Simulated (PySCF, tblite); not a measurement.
**C₆H₁₃BF₂Si: geometry, infrared bands and NMR shifts**

What infrared bands and NMR shifts should C₆H₁₃BF₂Si (`B[C@@]1([SiH](C)C)C[C@@H]1C(F)F`) show?

Computed with tblite 0.8.0 and PySCF 2.14.0, with density-fitted response routines of our own, on a single molecule in the gas phase. Atoms count from 0, in the outputs and in this text.

## Step 1: The molecule as given

23 atoms, charge 0, multiplicity 1; geometry from: force field or distance geometry start.

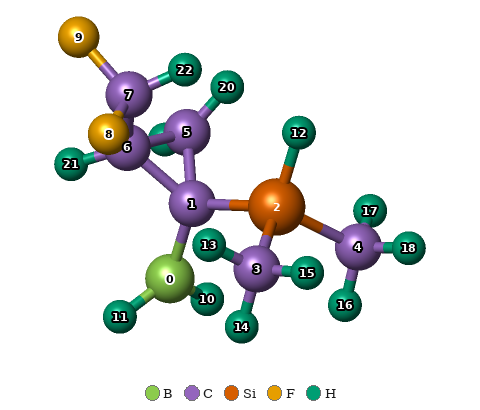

The starting geometry (boron green, carbon purple, silicon orange, fluorine amber, hydrogen teal), atoms numbered.

## Step 2: Optimising the geometry with GFN2-xTB

What the job is given:

```
{"job": {"kind": "relax", "xc": "GFN2-xTB", "basis": "xTB"}, "charge": 0, "multiplicity": 1}
B     -0.182800     2.057200     0.728200
C      0.352400     0.731000     0.038900
Si    -0.892600    -0.638600    -0.309500
C     -1.515800    -1.350900     1.286400
C     -2.347700     0.089700    -1.239100
C      1.348300     0.970300    -1.088200
C      1.849300     0.443100     0.253400
C      2.342500    -1.008800     0.251300
F      2.030000    -1.609900     1.456800
F      3.704700    -1.024900     0.091200
H     -0.829400     2.826400     0.093400
H     -0.025200     2.244000     1.884400
H     -0.339500    -1.705200    -1.131600
H     -0.662100    -1.811200     1.844100
H     -1.974100    -0.547400     1.912700
H     -2.277400    -2.137100     1.094600
H     -2.834800     0.873800    -0.623500
H     -1.984600     0.538900    -2.191700
H     -3.078200    -0.707200    -1.470800
H      1.651700     2.028900    -1.265400
H      1.345600     0.235900    -1.909100
H      2.415400     1.183500     0.863500
H      1.899800    -1.605700    -0.560100
```

Started as:

```console
> OMP_NUM_THREADS=1 python probes_run.py task.json out
```

The driver reads the jobs from task.json and runs them one after another.

What it wrote:

```text
step      E/eV     max force
  0    -866.66949    1.701
  1    -866.87034    0.922
  2    -866.96545    0.448
  3    -866.98873    0.390
  4    -867.01538    0.304
  5    -867.02792    0.298
  6    -867.04224    0.273
  7    -867.04868    0.233
  8    -867.05333    0.161
  9    -867.05651    0.144
 10    -867.05946    0.133
 11    -867.06206    0.151
 12    -867.06470    0.113
 13    -867.06716    0.101
 14    -867.06917    0.093
 15    -867.07068    0.099
 16    -867.07196    0.080
 17    -867.07317    0.082
 18    -867.07439    0.082
 19    -867.07550    0.085
 20    -867.07634    0.068
 21    -867.07702    0.049
 22    -867.07773    0.056
 23    -867.07856    0.065
 24    -867.07947    0.093
 25    -867.08034    0.082
 26    -867.08115    0.060
 27    -867.08200    0.071
 28    -867.08294    0.090
 29    -867.08388    0.112
 30    -867.08468    0.085
 31    -867.08526    0.061
 32    -867.08565    0.053
 33    -867.08589    0.039
 34    -867.08606    0.034
 35    -867.08624    0.045
 36    -867.08647    0.061
 37    -867.08678    0.056
 38    -867.08711    0.055
 39    -867.08739    0.035
 40    -867.08759    0.037
 41    -867.08774    0.036
 42    -867.08787    0.023
 43    -867.08796    0.020
 44    -867.08804    0.018
 45    -867.08811    0.018
 46    -867.08817    0.016
 47    -867.08822    0.019
 48    -867.08827    0.020
 49    -867.08834    0.019
 50    -867.08843    0.025
 51    -867.08854    0.027
 52    -867.08866    0.024
 53    -867.08877    0.020
 54    -867.08888    0.027
 55    -867.08898    0.026
 56    -867.08909    0.026
 57    -867.08920    0.029
 58    -867.08930    0.024
 59    -867.08939    0.022
 60    -867.08949    0.025
 61    -867.08957    0.024
 62    -867.08965    0.019
 63    -867.08972    0.021
 64    -867.08977    0.019
 65    -867.08983    0.019
 66    -867.08989    0.019
 67    -867.08996    0.021
 68    -867.09003    0.021
 69    -867.09008    0.016
 70    -867.09013    0.016
 71    -867.09017    0.015
 72    -867.09020    0.014
 73    -867.09023    0.011
 74    -867.09026    0.011
 75    -867.09029    0.013
 76    -867.09031    0.012
 77    -867.09033    0.011
 78    -867.09035    0.010
 79    -867.09036    0.009
```

Run time: 1.3 s. Hardware: 1 thread of Arm Neoverse N1, shared host; peak memory 0.18 GiB.

Along the way: (not every step is listed)

```tsv
step	energy from step 0 (eV)	largest force (eV/Å)
0	0.0000	1.7015
1	-0.2009	0.9219
2	-0.2960	0.4479
3	-0.3192	0.3902
4	-0.3459	0.3038
5	-0.3584	0.2977
6	-0.3727	0.2731
7	-0.3792	0.2328
8	-0.3838	0.1614
14	-0.3997	0.0927
20	-0.4068	0.0681
26	-0.4117	0.0598
32	-0.4162	0.0532
38	-0.4176	0.0551
44	-0.4185	0.0181
50	-0.4189	0.0247
56	-0.4196	0.0258
62	-0.4202	0.0188
68	-0.4205	0.0207
74	-0.4208	0.0110
75	-0.4208	0.0126
76	-0.4208	0.0120
77	-0.4208	0.0107
78	-0.4209	0.0100
79	-0.4209	0.0086
```

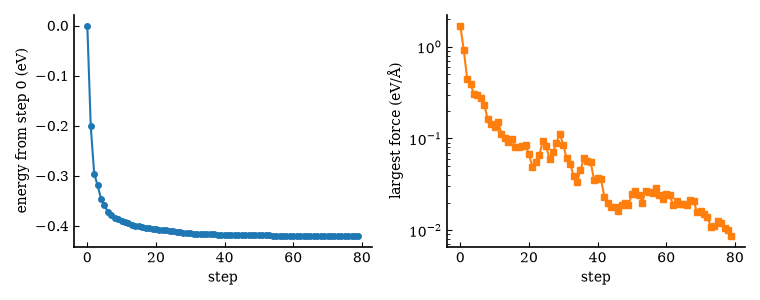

Energy and force, step by step.

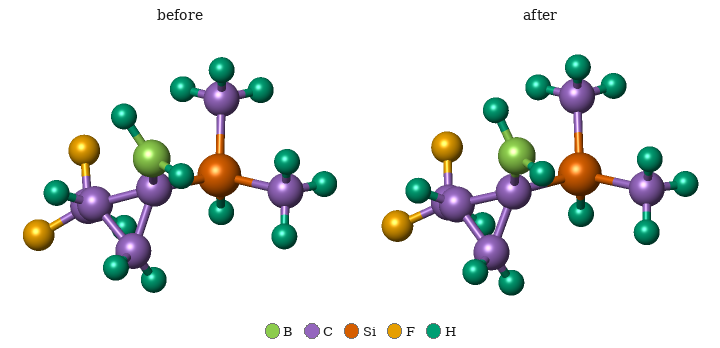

The geometry before (left) and after (right).

Distances of close pairs at the start and the end, largest changes first:

```tsv
bond	before (Å)	after (Å)	change (Å)
Si2–C3	1.855	1.897	+0.042
B0–C1	1.588	1.546	-0.041
C1–Si2	1.883	1.921	+0.038
C6–C7	1.533	1.498	-0.036
C5–H19	1.115	1.080	-0.035
C3–H13	1.119	1.085	-0.033
C1–C6	1.539	1.507	-0.033
C3–H14	1.117	1.087	-0.030
```

The end geometry stands in the next job.

## Step 3: Harmonic vibrations with GFN2-xTB

What the job is given:

```
{"job": {"kind": "ir", "xc": "GFN2-xTB", "basis": "xTB"}, "charge": 0, "multiplicity": 1}
B     -0.276708     1.959546     0.697119
C      0.397817     0.788551    -0.054192
Si    -0.901806    -0.600122    -0.323825
C     -1.425517    -1.331210     1.347007
C     -2.385895     0.152883    -1.242351
C      1.421477     0.977050    -1.136651
C      1.837960     0.421799     0.194766
C      2.310986    -0.996521     0.284616
F      1.950286    -1.573174     1.465819
F      3.670607    -1.053302     0.260957
H     -0.844966     2.788058     0.098099
H     -0.264874     1.991238     1.866239
H     -0.312932    -1.633946    -1.200991
H     -0.575922    -1.729231     1.892908
H     -1.891599    -0.574771     1.973015
H     -2.140977    -2.137368     1.215701
H     -2.900115     0.885201    -0.627395
H     -2.079677     0.651981    -2.156531
H     -3.105042    -0.614034    -1.512333
H      1.738571     1.978523    -1.388751
H      1.430469     0.300381    -1.980252
H      2.402603     1.068464     0.858727
H      1.940503    -1.644242    -0.521622
```

What it wrote:

```text
mode    cm-1     km/mol
  1      22.4      0.80
  2      60.7      1.84
  3     102.9      1.04
  4     111.6      0.69
  5     119.7      0.06
  6     128.9      0.13
  7     146.6      3.32
  8     154.8      1.72
  9     171.0      1.78
 10     190.2      0.18
 11     213.5      3.94
 12     270.8      3.07
 13     295.1      3.37
 14     361.1      2.30
 15     398.7     19.13
 16     489.9      2.57
 17     537.0      2.60
 18     554.8     23.17
 19     606.2     88.05
 20     673.6     73.18
 21     708.4     29.44
 22     762.2      7.78
 23     799.8      0.22
 24     812.6     54.50
 25     814.6     10.20
 26     833.9    193.04
 27     839.6    125.03
 28     857.1    206.21
 29     872.2      4.68
 30     880.2    174.39
 31     985.5      6.85
 32     992.0    187.83
 33    1014.4     54.59
 34    1041.1     52.25
 35    1066.8     83.69
 36    1074.0     14.88
 37    1115.8      6.60
 38    1153.6     20.47
 39    1199.4    105.52
 40    1235.3     22.68
 41    1263.9      9.11
 42    1300.2     44.17
 43    1371.2     22.56
 44    1373.9     12.19
 45    1418.1      6.87
 46    1472.9      0.47
 47    1475.7      0.82
 48    1481.5      1.83
 49    1482.4      0.40
 50    1484.0      1.03
 51    2135.7    347.17
 52    2633.2    106.37
 53    2665.3    122.27
 54    2912.9     32.32
 55    3031.4     13.87
 56    3034.1     14.83
 57    3042.7     26.76
 58    3043.8      6.75
 59    3045.3     20.38
 60    3048.7     37.01
 61    3055.5      9.10
 62    3065.1     38.85
 63    3081.8     29.37
```

It took 2.1 s on 1 thread of Arm Neoverse N1, shared host; peak memory 0.18 GiB.

The strongest bands and the atoms that carry them (share of the mass-weighted mode):

```tsv
cm⁻¹	km/mol	atoms
834	193.0	H17 28 %, Si2 22 %, C4 12 %
840	125.0	H14 21 %, H13 20 %, H16 15 %, C3 10 %
857	206.2	H15 21 %, H18 18 %, H13 10 %, Si2 10 %
880	174.4	C1 20 %, H20 18 %, B0 16 %, H19 10 %
992	187.8	C7 44 %, F9 14 %
2136	347.2	H12 97 %
2633	106.4	H10 51 %, H11 45 %
2665	122.3	H11 47 %, H10 42 %, B0 11 %
```

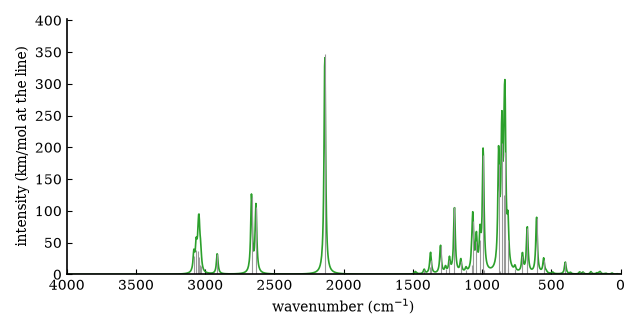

The infrared spectrum from these modes, unscaled. Lines are broadened to a width of 14 cm⁻¹ (Lorentzian).

## Step 4: Nuclear shieldings: PBE0/pcSseg-1

Same as in step 3 but for these lines:

```diff
@@ -1,2 +1,2 @@
-{"job": {"kind": "ir", "xc": "GFN2-xTB", "basis": "xTB"}, "charge": 0, "multiplicity": 1}
+{"job": {"kind": "nmr", "xc": "PBE0", "basis": "pcSseg-1"}, "charge": 0, "multiplicity": 1}
 B     -0.276708     1.959546     0.697119
```

Method: GIAO PBE0/pcSseg-1 NMR shielding, non-relativistic, gas phase.

What it wrote:

```text
coarse grid: 19464 points
cycle   1  E = -749.5765864525  dE =  1.075e+00  |g| = 7.987e-01  |ddm| = 4.194e+00
cycle   2  E = -749.4991432128  dE =  7.744e-02  |g| = 1.071e+00  |ddm| = 1.247e+00
cycle   3  E = -749.7012725708  dE = -2.021e-01  |g| = 8.666e-02  |ddm| = 7.415e-01
cycle   4  E = -749.7024567860  dE = -1.184e-03  |g| = 3.976e-02  |ddm| = 9.518e-02
cycle   5  E = -749.7028004221  dE = -3.436e-04  |g| = 5.416e-03  |ddm| = 3.650e-02
cycle   6  E = -749.7028065715  dE = -6.149e-06  |g| = 1.983e-03  |ddm| = 7.350e-03
final grid: 183432 points
cycle   7  E = -749.7723269386  dE = -6.714e-05  |g| = 1.103e-02  |ddm| = 4.312e-02
cycle   8  E = -749.7723085325  dE =  1.841e-05  |g| = 1.468e-02  |ddm| = 2.390e-02
cycle   9  E = -749.7723561145  dE = -4.758e-05  |g| = 1.294e-03  |ddm| = 1.329e-02
cycle  10  E = -749.7723564180  dE = -3.035e-07  |g| = 3.065e-04  |ddm| = 1.269e-03
cycle  11  E = -749.7723564352  dE = -1.721e-08  |g| = 7.846e-05  |ddm| = 2.694e-04
cycle  12  E = -749.7723564366  dE = -1.360e-09  |g| = 1.945e-05  |ddm| = 7.807e-05
cycle  13  E = -749.7723564367  dE = -7.140e-11  |g| = 6.298e-06  |ddm| = 2.010e-05
converged SCF energy = -749.7723564367

GIAO shielding tensors (ppm)
atom      isotropic    diamagn.    paramagn.     s11        s22        s33       span
  0 B       11.209     193.375    -182.166    -59.529    -33.501    126.657    186.186
  1 C      159.661     260.560    -100.900    136.279    142.684    200.019     63.740
  2 Si     358.904     882.064    -523.161    323.404    357.805    395.503     72.098
  3 C      187.404     254.874     -67.470    183.763    185.396    193.053      9.290
  4 C      188.315     254.089     -65.775    185.020    188.711    191.213      6.193
  5 C      168.245     254.257     -86.012    145.530    170.921    188.285     42.754
  6 C      157.916     254.309     -96.392    130.045    149.735    193.969     63.925
  7 C       60.843     243.962    -183.119     37.277     69.545     75.708     38.431
  8 F      297.328     475.520    -178.192    177.638    334.118    380.229    202.591
  9 F      302.674     467.841    -165.167    193.682    343.244    371.095    177.413
 10 H       23.920      31.873      -7.953     16.164     26.804     28.790     12.626
 11 H       23.824      31.937      -8.113     15.789     27.078     28.606     12.816
 12 H       27.363      31.695      -4.332     23.975     27.220     30.895      6.920
 13 H       30.675      32.390      -1.714     24.592     30.132     37.303     12.711
 14 H       31.658      32.042      -0.383     27.759     29.256     37.959     10.200
 15 H       31.644      29.955       1.690     26.920     28.345     39.666     12.746
 16 H       31.753      31.483       0.270     27.562     29.638     38.060     10.498
 17 H       31.206      31.566      -0.360     26.157     29.679     37.782     11.626
 18 H       31.583      29.506       2.076     26.901     28.384     39.464     12.563
 19 H       30.458      32.366      -1.907     25.466     26.081     39.828     14.362
 20 H       30.617      33.025      -2.408     26.366     28.396     37.088     10.722
 21 H       30.076      32.301      -2.226     24.490     27.980     37.757     13.267
 22 H       25.792      30.159      -4.366     23.353     26.689     27.336      3.983
```

Wall time 2.1 min (1 thread of Arm Neoverse N1, shared host); peak memory 1.1 GiB.

The references, computed at this level on geometries of the same kind, shield at (ppm): ¹H TMS 31.72, ¹³C TMS 186.9, ²⁹Si TMS 349.2, ¹⁹F CFCl3 170.9, ¹¹B BF3·OEt2 100.1. Their shielding less the atom's gives the shift. The references are single molecules in the gas phase, so shifts against H2O, NH3, PH3, H3PO4 or CFCl3 are not on the usual liquid scales and can be off by tens of ppm. Atoms listed in one row are averaged.

```tsv
atoms	environment	σ (ppm)	δ (ppm)	δ scaled to CDCl3
C7	sp3 CH bonded to 2 F	60.8	126.1	121.1
C6	three-membered-ring carbon	157.9	29.0	26.4
C1	three-membered-ring carbon	159.7	27.3	24.7
C5	three-membered-ring carbon	168.2	18.7	16.3
C3	methyl carbon bonded to Si	187.4	-0.5	-2.4
C4	methyl carbon bonded to Si	188.3	-1.4	-3.3
H10, H11	hydrogen on a boron bonded to C	23.87	7.85	–
H22	hydrogen on an sp3 CH bonded to 2 F	25.79	5.92	5.69
H12	hydrogen on a silicon bonded to 3 C	27.36	4.35	–
H21	hydrogen on a three-membered-ring carbon	30.08	1.64	1.65
H19	hydrogen on a three-membered-ring carbon	30.46	1.26	1.29
H20	hydrogen on a three-membered-ring carbon	30.62	1.10	1.14
H13, H14, H15	hydrogen on a methyl carbon bonded to Si	31.33	0.39	0.47
H16, H17, H18	hydrogen on a methyl carbon bonded to Si	31.51	0.20	0.30
B0	boron bonded to C, 2 H	11.2	88.9	–
Si2	silicon bonded to 3 C, H	358.9	-9.7	–
F8	fluorine of a CF2 group	297.3	-126.4	–
F9	fluorine of a CF2 group	302.7	-131.7	–
```

The scaled column applies a straight-line fit of computed shieldings to shifts measured in CDCl3, and one for carbons that bear F (root-mean-square error 0.16 ppm for H, 1.9 ppm for C).

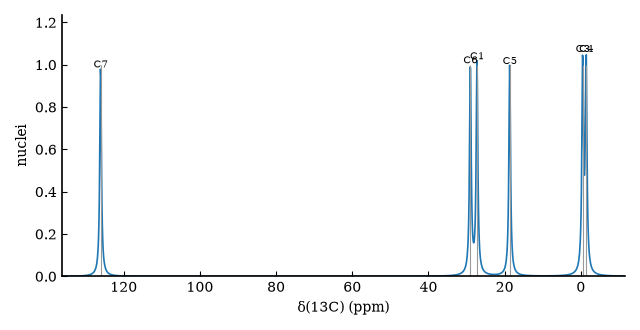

¹³C lines at the computed shifts, without couplings. Lines are broadened to a width of 0.51 ppm (Lorentzian).

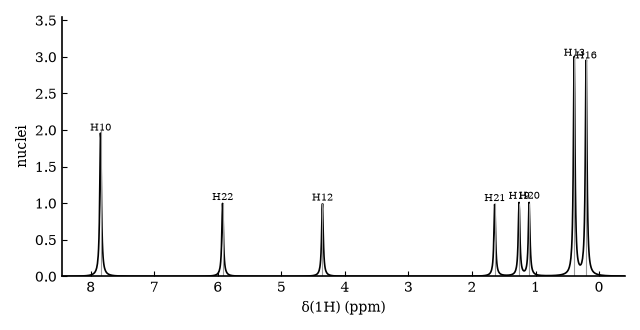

¹H lines at the computed shifts, without couplings. Lines are broadened to a width of 0.03 ppm (Lorentzian).

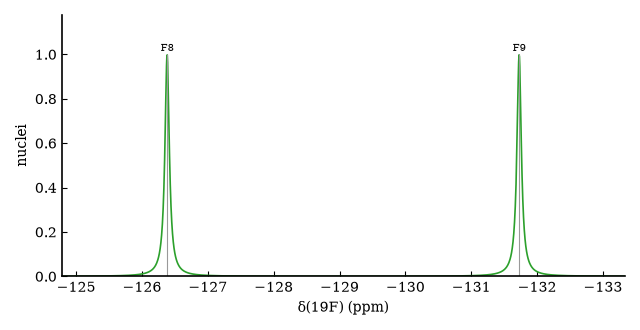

¹⁹F lines at the computed shifts, without couplings. Lines are broadened to a width of 0.08 ppm (Lorentzian).

Charges from the same density, by scheme (e):

```tsv
atoms	Mulliken	IAO	Hirshfeld	ESP fit
B0	0.24	0.05	0.14	0.44
C1	-0.73	-0.37	-0.14	-0.20
Si2	0.80	0.93	0.39	0.78
C3	-0.61	-0.72	-0.21	-0.78
C4	-0.62	-0.72	-0.21	-0.69
C5	-0.09	-0.27	-0.08	-0.42
C6	-0.25	-0.15	-0.06	-0.15
C7	0.59	0.44	0.15	0.32
F8	-0.31	-0.31	-0.10	-0.22
F9	-0.31	-0.31	-0.11	-0.22
```

IAO charges:

B0 0.05; C1 -0.37; Si2 0.93; C3 -0.72; C4 -0.72; C5 -0.27; C6 -0.15; C7 0.44; F8 -0.31; F9 -0.31; H10 0.01; H11 0.01; H12 -0.14; H13 0.17; H14 0.15; H15 0.16; H16 0.15; H17 0.16; H18 0.16; H19 0.15; H20 0.14; H21 0.15; H22 0.14

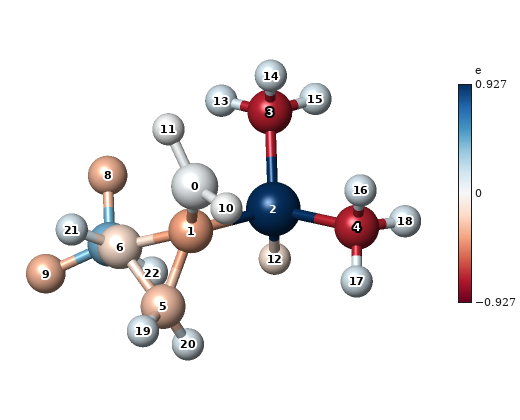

IAO charges, as colours on the atoms.

Mayer bond orders: B0–C1 0.97, C1–Si2 0.76, Si2–C3 1.00, Si2–C4 0.98, C1–C5 0.95, C5–C6 0.90, C6–C7 1.03, C7–F8 0.92, C7–F9 0.94, C6–C1 0.90.

Ring of atoms C1, C5, C6: NICS(0) -43.5, NICS(1) -8.1, NICS(1)zz -18.8 ppm (means of both faces).

In rings of three or four atoms NICS is ruled by the nearby σ bonds, so it says little on aromaticity.

The fields below are evaluated on a grid from the run's orbitals.

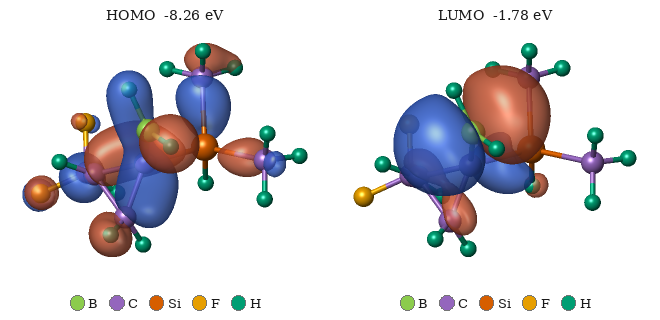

Frontier orbitals at PBE0/pcSseg-1; each surface holds 70 % of the orbital's density, blue and red mark the sign.

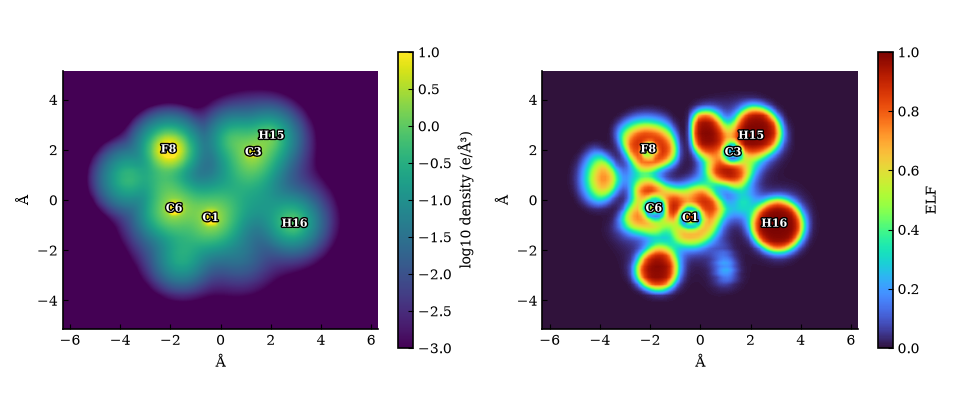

Density (left) and ELF (right) in a plane through or near 6 of the atoms.

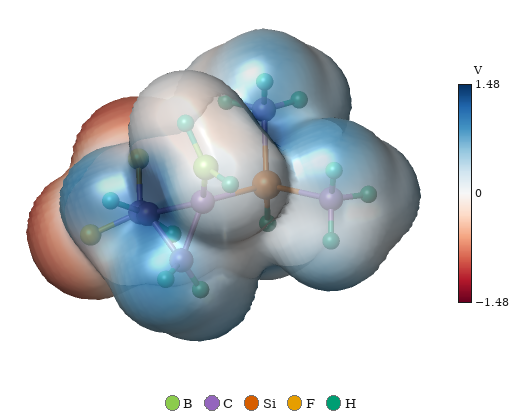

Electrostatic potential on the surface of density 0.002 e/bohr³; red is low, blue high. It runs from -0.96 V near F9 to 1.48 V near B0.

## Step 5: Summary of results

| quantity | value |
| --- | --- |
| strongest single infrared mode (GFN2-xTB) | 2136 cm⁻¹, 347 km/mol |
| zero-point energy (GFN2-xTB) | 109.5 kcal/mol |
| ¹³C shifts against TMS (PBE0/pcSseg-1) | 126.1, 29.0, 27.3, 18.7, -0.5, -1.4 ppm |
| ¹H shifts against TMS (PBE0/pcSseg-1, means over atoms taken as alike) | 7.85, 5.92, 4.35, 1.64, 1.26, 1.10, 0.39, 0.20 ppm |
| ¹¹B shifts against BF3·OEt2 (PBE0/pcSseg-1) | 88.9 ppm |
| ²⁹Si shifts against TMS (PBE0/pcSseg-1) | -9.7 ppm |
| ¹⁹F shifts against CFCl3 (PBE0/pcSseg-1) | -126.4, -131.7 ppm |
| surface potential, least and greatest | -0.96 V and 1.48 V |

In words: Over 79 steps the energy fell by 0.421 eV; of the close pairs, Si2–C3 changed most, 1.855 to 1.897 Å. No mode is imaginary among the 63: a minimum at this level. The strongest single mode, at 2136 cm⁻¹, moves mainly H12. Unscaled tight-binding wavenumbers are off by several per cent, some by more. Its intensities can rank the bands wrongly. At PBE0/pcSseg-1: Shielding is most anisotropic at F8 (span 203 ppm, paramagnetic term -178 ppm). At PBE0/pcSseg-1, counted by nearest atom on the grid, the HOMO lies on C1 24 %; H10 10 %, the LUMO on B0 48 %; H10, H11 about 12 % each.
